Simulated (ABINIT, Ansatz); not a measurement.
## BiSb (Pm-3m): from the cell to the phonon bands

Aim: the phonon dispersion of BiSb (Pm-3m), checked by a second program.

Program: ABINIT 10.8.3. Level of theory: DFT LDA, scalar-relativistic, plane waves, HGH norm-conserving pseudopotentials. Results are calculated unless marked as measured.

The structure was built from a prototype and need not be the compound's stable phase.

### Step 1. The starting structure

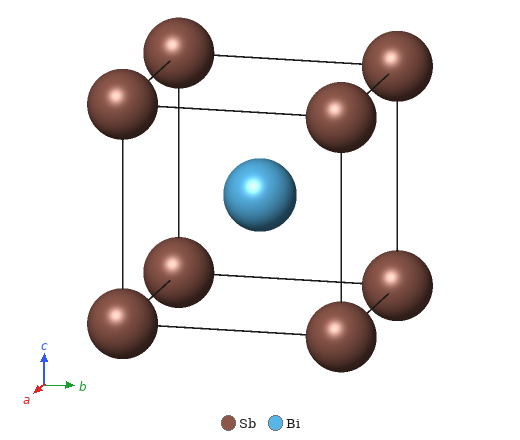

Start, viewed slightly off an axis; antimony brown, bismuth blue. Some periodic images of atoms are drawn too.

Coordinates:

```cif
data_structure
_symmetry_space_group_name_H-M 'Pm-3m'
_symmetry_Int_Tables_number 221
_cell_length_a 3.8060
_cell_length_b 3.8060
_cell_length_c 3.8060
_cell_angle_alpha 90.000
_cell_angle_beta 90.000
_cell_angle_gamma 90.000
_cell_volume 55.13
loop_
_atom_site_label
_atom_site_type_symbol
_atom_site_symmetry_multiplicity
_atom_site_Wyckoff_symbol
_atom_site_fract_x
_atom_site_fract_y
_atom_site_fract_z
_atom_site_occupancy
Sb1 Sb 1 a 0.00000 0.00000 0.00000 1
Bi1 Bi 1 b 0.50000 0.50000 0.50000 1
```

### Step 2. Relaxation

The harmonic expansion needs vanishing forces, and a free crystal bears no stress, so cell and atoms are brought to rest. Stress is more sensitive to the basis than forces are: the last 3 Ha under the cutoff are smoothed with ecutsm, and the cutoff is raised above that of the later runs.

The starting cell comes from a relaxation made beforehand in Ansatz (LDA, PseudoDojo NC).

Contents of relax.abi:

```
# relaxation
ionmov 2
optcell 2
dilatmx 1.08
ntime 40
tolmxf 1.0d-05
tolvrs 1.0d-14
prtwf 0
prtden 0
chksymtnons 0

# basis, mesh and filling
ecut 26.0
ecutsm 3.0
ixc 7
ngkpt 8 8 8
nshiftk 1
shiftk 0.0 0.0 0.0
istwfk *1
occopt 7
tsmear 0.01
nband 11
nstep 100
diemac 1000000.0
prtebands 0
prtgsr 0
useylm 1

# cell and atoms
acell 3*1.0 Angstrom
rprim 
    3.805986654 0.0 0.0
    0.0 3.805986654 0.0
    0.0 0.0 3.805986654
ntypat 2
znucl 51 83
natom 2
typat 1 2
xred 
    0.0 0.0 0.0
    0.5 0.5 0.5
pp_dirpath "./pseudo"
pseudos "Sb.hgh, Bi.hgh"
```

The run is started by

```
$ OMP_NUM_THREADS=1 mpirun -n 4 abinit relax.abi > relax.log
```

Numbers of over 12 decimals in the logs are rounded to 6 here.

relax.abo, the main output file:

```text
[banners, grids, parts of the stress and lines that vanish by symmetry left out]
- input  file    -> relax.abi
- output file    -> relax.abo
- root for input  files -> relaxi
[...]
Symmetries : space group Pm -3 m (#221); Bravais cP (primitive cubic)
[...]
mpw =        3016          nfft =       46656          nkpt =          35
[...]
== DATASET  1 ==================================================================
[...]
cutoff_energies: {ecut:  26.0, pawecutdg:  -1.0, }
[...]
Exchange-correlation functional for the present dataset will be:
  LDA: Perdew-Wang 92 LSD fit to Ceperley-Alder data - ixc=7
[...]
ETOT  1  -11.206549469125    -1.121E+01 3.555E-02 5.189E+01
 ETOT  2  -11.221565539180    -1.502E-02 1.293E-03 1.503E+00
 ETOT  3  -11.221834243171    -2.687E-04 5.962E-04 2.156E-01
 ETOT  4  -11.221874353907    -4.011E-05 9.253E-04 7.760E-04
 ETOT  5  -11.221874486476    -1.326E-07 2.081E-04 1.242E-05
[...]
At SCF step   10       vres2   =  6.56E-18 < tolvrs=  1.00E-14 =>converged.
[...]
sigma(1 1)= -6.59684815E-06  sigma(3 2)=  0.00000000E+00
  sigma(2 2)= -6.59684815E-06  sigma(3 1)=  0.00000000E+00
  sigma(3 3)= -6.59684815E-06  sigma(2 1)=  0.00000000E+00
[...]
convergence: {deltae:  1.670E-13, res2:  6.563E-18, residm:  9.550E-05, diffor: null, }
etotal    :  -1.12218745E+01
[...]
ETOT  1  -11.221875792099    -1.122E+01 1.127E-04 1.899E-05
[...]
At SCF step    6       vres2   =  2.00E-15 < tolvrs=  1.00E-14 =>converged.
[...]
sigma(1 1)= -5.22727100E-06  sigma(3 2)=  0.00000000E+00
  sigma(2 2)= -5.22727100E-06  sigma(3 1)=  0.00000000E+00
  sigma(3 3)= -5.22727100E-06  sigma(2 1)=  0.00000000E+00
[...]
convergence: {deltae:  1.084E-13, res2:  2.004E-15, residm:  8.557E-05, diffor: null, }
etotal    :  -1.12218758E+01
[...]
ETOT  1  -11.221877969034    -1.122E+01 5.066E-05 2.789E-04
[...]
ETOT  6  -11.221878011316    -6.040E-14 6.877E-06 2.990E-14
 ETOT  7  -11.221878011316     5.151E-14 3.517E-06 2.091E-16
 At SCF step    7       vres2   =  2.09E-16 < tolvrs=  1.00E-14 =>converged.
[...]
sigma(1 1)= -1.99561691E-08  sigma(3 2)=  0.00000000E+00
  sigma(2 2)= -1.99561691E-08  sigma(3 1)=  0.00000000E+00
  sigma(3 3)= -1.99561691E-08  sigma(2 1)=  0.00000000E+00
[...]
convergence: {deltae:  5.151E-14, res2:  2.091E-16, residm:  3.517E-06, diffor: null, }
etotal    :  -1.12218780E+01
[...]
At Broyd/MD step   3, gradients are converged :
[...]
sigma(1 1)= -1.99561691E-08  sigma(3 2)=  0.00000000E+00
  sigma(2 2)= -1.99561691E-08  sigma(3 1)=  0.00000000E+00
  sigma(3 3)= -1.99561691E-08  sigma(2 1)=  0.00000000E+00
[...]
- sigma(1 1)= -5.87130766E-04  sigma(3 2)=  0.00000000E+00
- sigma(2 2)= -5.87130766E-04  sigma(3 1)=  0.00000000E+00
- sigma(3 3)= -5.87130767E-04  sigma(2 1)=  0.00000000E+00
[...]
fcart     -0.0000000000E+00 -0.0000000000E+00 -0.0000000000E+00
           strten     -1.9956169130E-08 -1.9956169130E-08 -1.9956169134E-08
================================================================================

[key lines of the parts left out:]
pressure_GPa:   5.8713E-04
Total energy (etotal) [Ha]= -1.12218780113161E+01
```

Elapsed: 14 s, on 4 MPI ranks of Arm Neoverse V2, shared host.

Little changed from the start: no atom moved by 0.005 Å and no cell edge by 0.1 %.

Numbers from this step:

* volume per atom: 27.64 Å³
* pressure: 5.87e-4 GPa
* gap on the k-mesh: 0 eV

The volume changes by +0.3 % from the cell with which this run began.

### Step 3. Ground state

First-order wavefunctions inherit every error of the ground state, hence the very tight tolvrs. Occupations are smeared.

Contents of gs.abi:

```
# ground state
tolvrs 1.0d-16
prtden 1
prtwf 1

# basis, mesh and filling
ecut 20.0
ixc 7
ngkpt 8 8 8
nshiftk 1
shiftk 0.0 0.0 0.0
istwfk *1
occopt 7
tsmear 0.01
nband 11
nstep 100
diemac 1000000.0
prtebands 0
prtgsr 0
useylm 1

# cell and atoms
acell 3*1.0 Angstrom
rprim 
    3.809622963 0.0 0.0
    0.0 3.809622963 0.0
    0.0 0.0 3.809622963
ntypat 2
znucl 51 83
natom 2
typat 1 2
xred 
    0.0 0.0 0.0
    0.5 0.5 0.5
pp_dirpath "./pseudo"
pseudos "Sb.hgh, Bi.hgh"
```

The run is started by

```
$ OMP_NUM_THREADS=1 mpirun -n 4 abinit gs.abi > gs.log
```

gs.abo, the main output file:

```text
[banners, grids, parts of the stress and lines that vanish by symmetry left out]
- input  file    -> gs.abi
- output file    -> gs.abo
- root for input  files -> gsi
[...]
Symmetries : space group Pm -3 m (#221); Bravais cP (primitive cubic)
[...]
mpw =        1628          nfft =       27000          nkpt =          35
[...]
== DATASET  1 ==================================================================
[...]
cutoff_energies: {ecut:  20.0, pawecutdg:  -1.0, }
[...]
Exchange-correlation functional for the present dataset will be:
  LDA: Perdew-Wang 92 LSD fit to Ceperley-Alder data - ixc=7
[...]
ETOT  1  -11.206870538728    -1.121E+01 3.478E-02 2.995E+01
 ETOT  2  -11.221476939268    -1.461E-02 2.814E-03 8.659E-01
 ETOT  3  -11.221744293022    -2.674E-04 1.117E-03 1.245E-01
 ETOT  4  -11.221784399453    -4.011E-05 5.729E-04 4.910E-04
 ETOT  5  -11.221784545233    -1.458E-07 2.391E-04 8.130E-06
[...]
ETOT  9  -11.221784547948    -7.816E-14 1.435E-04 2.866E-15
 ETOT 10  -11.221784547948     4.619E-14 9.434E-05 9.438E-18
 At SCF step   10       vres2   =  9.44E-18 < tolvrs=  1.00E-16 =>converged.
[...]
sigma(1 1)=  1.68225056E-06  sigma(3 2)=  0.00000000E+00
  sigma(2 2)=  1.68225056E-06  sigma(3 1)=  0.00000000E+00
  sigma(3 3)=  1.68225056E-06  sigma(2 1)=  0.00000000E+00
[...]
convergence: {deltae:  4.619E-14, res2:  9.438E-18, residm:  9.434E-05, diffor: null, }
etotal    :  -1.12217845E+01
[...]
sigma(1 1)=  1.68225056E-06  sigma(3 2)=  0.00000000E+00
  sigma(2 2)=  1.68225056E-06  sigma(3 1)=  0.00000000E+00
  sigma(3 3)=  1.68225056E-06  sigma(2 1)=  0.00000000E+00
[...]
- sigma(1 1)=  4.94935203E-02  sigma(3 2)=  0.00000000E+00
- sigma(2 2)=  4.94935203E-02  sigma(3 1)=  0.00000000E+00
- sigma(3 3)=  4.94935203E-02  sigma(2 1)=  0.00000000E+00
[...]
fcart     -0.0000000000E+00 -0.0000000000E+00 -0.0000000000E+00
           strten      1.6822505631E-06  1.6822505631E-06  1.6822505631E-06
================================================================================

[key lines of the parts left out:]
pressure_GPa:  -4.9494E-02
```

The job ended after 4.2 s (4 MPI ranks).

Numbers from this step:

```yaml
pressure: -0.04949 GPa
```

The cell stands at -0.049 GPa, close enough for phonons.

### Step 4. Linear response at Γ

At q = 0 one unit cell holds all displacements. The response is solved for single atoms along the cell's directions, and symmetry skips those that follow from others. The crystal is treated as a metal, which screens a static field, so no field response is asked.

Contents of dfpt_gamma.abi:

```

# common to the responses
getwfk_filepath "gso_WFK"
kptopt 2
nqpt 1
qpt 0.0 0.0 0.0
asr 0
chneut 0

# displacements
rfphon 1
rfatpol 1 2
rfdir 1 1 1
tolvrs 1.0d-10
prtwf 0
prtpot 1

# basis, mesh and filling
ecut 20.0
ixc 7
ngkpt 8 8 8
nshiftk 1
shiftk 0.0 0.0 0.0
istwfk *1
occopt 7
tsmear 0.01
nband 11
nstep 100
diemac 1000000.0
prtebands 0
prtgsr 0
useylm 1

# cell and atoms
acell 3*1.0 Angstrom
rprim 
    3.809622963 0.0 0.0
    0.0 3.809622963 0.0
    0.0 0.0 3.809622963
ntypat 2
znucl 51 83
natom 2
typat 1 2
xred 
    0.0 0.0 0.0
    0.5 0.5 0.5
pp_dirpath "./pseudo"
pseudos "Sb.hgh, Bi.hgh"
```

The run is started by

```
$ OMP_NUM_THREADS=1 mpirun -n 4 abinit dfpt_gamma.abi > dfpt_gamma.log
```

dfpt_gamma.abo, the main output file:

```text
[banners, grids, parts of the stress and lines that vanish by symmetry left out]
- input  file    -> dfpt_gamma.abi
- output file    -> dfpt_gamma.abo
- root for input  files -> dfpt_gammai
- root for output files -> dfpt_gammao

 Symmetries : space group Pm -3 m (#221); Bravais cP (primitive cubic)
================================================================================
 Values of the parameters that define the memory need of the present run (RF).
     intxc =       0      iscf =       7    lmnmax =      14     lnmax =       6
     mgfft =      30  mpssoang =       3    mqgrid =    3001     natom =       2
  nloc_mem =       1    nspden =       1   nspinor =       1    nsppol =       1
      nsym =      48    n1xccc =       0    ntypat =       2    occopt =       7
   xclevel =       1
-    mband =          11        mffmem =           1         mkmem =          65
-   mkqmem =          65        mk1mem =          65           mpw =        1628
      nfft =       27000          nkpt =         260
- my_mband =          11
================================================================================
================================================================================

--------------------------------------------------------------------------------
------------- Echo of variables that govern the present computation ------------
--------------------------------------------------------------------------------
-
- outvars: echo of selected default values
-   iomode0 =  0 , fftalg0 =312 , wfoptalg0 =  0
-
- outvars: echo of global parameters not present in the input file
-  max_nthreads =    1
-
 -outvars: echo values of preprocessed input variables
 [... echo left out ...]
================================================================================

 chkinp: Checking input parameters for consistency.

[...]
== DATASET  1 ==================================================================
-   mpi_nproc: 4, omp_nthreads: 1 (-1 if OMP is not activated)

--- !DatasetInfo
iteration_state: {dtset: 1, }
dimensions: {natom: 2, nkpt: 260, mband: 11, nsppol: 1, nspinor: 1, nspden: 1, mpw: 1628, }
cutoff_energies: {ecut:  20.0, pawecutdg:  -1.0, }
electrons: {nelect:   1.00000000E+01, charge:   0.00000000E+00, occopt:   7.00000000E+00, tsmear:   1.00000000E-02, }
meta: {optdriver: 1, rfphon: 1, }
...

 mkfilename: getwfk from: gso_WFK

 Exchange-correlation functional for the present dataset will be:
  LDA: Perdew-Wang 92 LSD fit to Ceperley-Alder data - ixc=7
 Citation for XC functional:
  J.P.Perdew and Y.Wang, PRB 45, 13244 (1992)

 Real(R)+Recip(G) space primitive vectors, cartesian coordinates (Bohr,Bohr^-1):
 R(1)=  7.1991440  0.0000000  0.0000000  G(1)=  0.1389054  0.0000000  0.0000000
 R(2)=  0.0000000  7.1991440  0.0000000  G(2)=  0.0000000  0.1389054  0.0000000
 R(3)=  0.0000000  0.0000000  7.1991440  G(3)=  0.0000000  0.0000000  0.1389054
 Unit cell volume ucvol=  3.7311490E+02 bohr^3
 Angles (23,13,12)=  9.00000000E+01  9.00000000E+01  9.00000000E+01 degrees
 setup1 : take into account q-point for computing boxcut.

 getcut: wavevector=  0.0000  0.0000  0.0000  ngfft=  30  30  30
         ecut(hartree)=     20.000   => boxcut(ratio)=   2.06995

--- Pseudopotential description ------------------------------------------------
- pspini: atom type   1  psp file is ./pseudo/Sb.hgh

- pspini: atom type   2  psp file is ./pseudo/Bi.hgh

   6.73387265E+02                                ecore*ucvol(ha*bohr**3)
--------------------------------------------------------------------------------

 ==>  initialize data related to q vector <==

 The list of irreducible perturbations for this q vector is:
    1)    idir= 1    ipert=   1
    2)    idir= 1    ipert=   2

[...]
The perturbation idir=   2  ipert=   1 is
 symmetric of a previously calculated perturbation.
 So, its SCF calculation is not needed.

 The perturbation idir=   3  ipert=   1 is
 symmetric of a previously calculated perturbation.
 So, its SCF calculation is not needed.

 The perturbation idir=   2  ipert=   2 is
 symmetric of a previously calculated perturbation.
 So, its SCF calculation is not needed.

 The perturbation idir=   3  ipert=   2 is
 symmetric of a previously calculated perturbation.
 So, its SCF calculation is not needed.

--------------------------------------------------------------------------------
 Perturbation wavevector (in red.coord.)   0.000000  0.000000  0.000000
 Perturbation : displacement of atom   1   along direction   1
 Found     8 symmetries that leave the perturbation invariant.

[...]
dfpt_looppert : total number of electrons, from k and k+q
  fully or partially occupied states are    1.000000E+01 and    1.000000E+01.
 Initialisation of the first-order wave-functions :
  ireadwf=   0

--- !BeginCycle
iteration_state: {dtset: 1, }
solver: {iscf: 7, nstep: 100, nline: 4, wfoptalg: 0, }
tolerances: {tolvrs: 1.00E-10, }
...

     iter   2DEtotal(Ha)        deltaE(Ha) residm    vres2
-ETOT  1   19.320848987119     -8.825E+01 5.167E+00 3.536E+04
 ETOT  2 -5.09109702874824E-02 -1.937E+01 5.376E-01 1.604E+02
 ETOT  3 -0.126922     -7.601E-02 9.659E-01 5.113E+00
 ETOT  4 -0.129409     -2.487E-03 2.158E-01 6.085E-03
 ETOT  5 -0.129411     -2.454E-06 4.608E-01 2.333E-05
[...]
At SCF step    9       vres2   =  5.02E-13 < tolvrs=  1.00E-10 =>converged.
[...]
Mean square residual over all n,k,spin=   74.301E-06; max=  49.996E-03

 Thirteen components of 2nd-order total energy (hartree) are
 1,2,3: 0th-order hamiltonian combined with 1st-order wavefunctions
     kin0=   8.81522535E+01 eigvalue=   3.23382922E+00  local=  -2.14434815E+01
 4,5,6: 1st-order hamiltonian combined with 1st and 0th-order wfs
 loc psp =  -1.05067581E+02  Hartree=   1.86887835E+01     xc=  -1.02366687E+01
 note that "loc psp" includes a xc core correction that could be resolved
 7,8,9: eventually, occupation + non-local contributions
    edocc=   1.04124115E+01     enl0=   1.88977164E+01   enl1=  -1.10342107E+02
 1-9 gives the relaxation energy (to be shifted if some occ is /=2.0)
   erelax=  -1.07704844E+02
 10,11,12 Non-relaxation  contributions : frozen-wavefunctions and Ewald
 fr.local=   3.89451880E+01 fr.nonlo=   5.40841049E+01  Ewald=   1.45461397E+01
 13,14 Frozen wf xc core corrections (1) and (2)
 frxc 1  =   0.00000000E+00  frxc 2 =   0.00000000E+00
 Resulting in :
 2DEtotal=   -0.1294113102E+00 Ha. Also 2DEtotal=   -0.352146114692E+01 eV
    (2DErelax=   -1.0770484398E+02 Ha. 2DEnonrelax=    1.0757543267E+02 Ha)
    (  non-var. 2DEtotal :   -1.2941126289E-01 Ha)

[...]
Perturbation wavevector (in red.coord.)   0.000000  0.000000  0.000000
 Perturbation : displacement of atom   2   along direction   1
 Found     8 symmetries that leave the perturbation invariant.

--------------------------------------------------------------------------------

--------------------------------------------------------------------------------

 dfpt_looppert : total number of electrons, from k and k+q
  fully or partially occupied states are    1.000000E+01 and    1.000000E+01.
 Initialisation of the first-order wave-functions :
  ireadwf=   0

--- !BeginCycle
iteration_state: {dtset: 1, }
solver: {iscf: 7, nstep: 100, nline: 4, wfoptalg: 0, }
tolerances: {tolvrs: 1.00E-10, }
...

     iter   2DEtotal(Ha)        deltaE(Ha) residm    vres2
-ETOT  1   15.610693765543     -7.602E+01 1.972E+00 2.955E+04
[...]
ETOT  7 -0.130517     -5.360E-11 6.652E-03 1.084E-08
 ETOT  8 -0.130517     -7.873E-12 1.491E-03 9.638E-11

 At SCF step    8       vres2   =  9.64E-11 < tolvrs=  1.00E-10 =>converged.
[...]
Mean square residual over all n,k,spin=   24.120E-07; max=  14.908E-04

 Thirteen components of 2nd-order total energy (hartree) are
 1,2,3: 0th-order hamiltonian combined with 1st-order wavefunctions
     kin0=   7.53340579E+01 eigvalue=   4.33113343E+00  local=  -1.58367912E+01
 4,5,6: 1st-order hamiltonian combined with 1st and 0th-order wfs
 loc psp =  -1.01519600E+02  Hartree=   1.61037166E+01     xc=  -8.81408388E+00
 note that "loc psp" includes a xc core correction that could be resolved
 7,8,9: eventually, occupation + non-local contributions
    edocc=   1.00201727E+01     enl0=   1.06266907E+01   enl1=  -8.20101937E+01
 1-9 gives the relaxation energy (to be shifted if some occ is /=2.0)
   erelax=  -9.17648974E+01
 10,11,12 Non-relaxation  contributions : frozen-wavefunctions and Ewald
 fr.local=   3.67365479E+01 fr.nonlo=   4.03516933E+01  Ewald=   1.45461397E+01
 13,14 Frozen wf xc core corrections (1) and (2)
 frxc 1  =   0.00000000E+00  frxc 2 =   0.00000000E+00
 Resulting in :
 2DEtotal=   -0.1305165074E+00 Ha. Also 2DEtotal=   -0.355153509373E+01 eV
    (2DErelax=   -9.1764897425E+01 Ha. 2DEnonrelax=    9.1634380918E+01 Ha)
    (  non-var. 2DEtotal :   -1.3051590141E-01 Ha)

[...]
---- first-order wavefunction calculations are completed ----

 ==> Compute Derivative Database <==

 [... matrices left out ...]
  Phonon wavevector (reduced coordinates) :  0.00000  0.00000  0.00000
 Phonon energies in Hartree :
  -1.337465E-04 -1.337465E-04 -1.337465E-04  5.209382E-06  5.209382E-06
   5.209383E-06
 Phonon frequencies in cm-1    :
- -2.935397E+01 -2.935397E+01 -2.935397E+01  1.143327E+00  1.143327E+00
-  1.143327E+00

== END DATASET(S) ==============================================================
================================================================================

 -outvars: echo values of variables after computation
            acell      1.8897261259E+00  1.8897261259E+00  1.8897261259E+00 Bohr
           etotal     -1.3051650738E-01
            fcart      0.0000000000E+00  0.0000000000E+00  0.0000000000E+00
           strten      0.0000000000E+00  0.0000000000E+00  0.0000000000E+00
================================================================================
```

The job ended after 13 s (4 MPI ranks).

This step gave:

```yaml
largest_acoustic_frequency_at_the_zone_centre_before_the_sum_rule: 1.14 cm⁻¹
highest_optical_zone_centre_mode_no_lo_to_term: -29.35 cm⁻¹
lowest_optical_zone_centre_mode: -29.35 cm⁻¹
```

The acoustic modes at Γ come out as far as 1.1 cm⁻¹ from zero, where they should vanish, a small numerical error. The lowest optical mode is imaginary, 29i cm⁻¹, an instability at this level and on this k mesh.

(Continued in part 2 of 3.)

[Host names and launcher messages were left out of these logs when they were recorded.]

[Logs are printed without paths, hosts, clocks, repeated set-up lines and the standing remarks that a program may print on its own settings, such as how far it seeks lower states.]

[Hosts, paths, dates, database ids (printed as entryN), source tags and the programs' standing remarks are cut or masked in the printed files.]
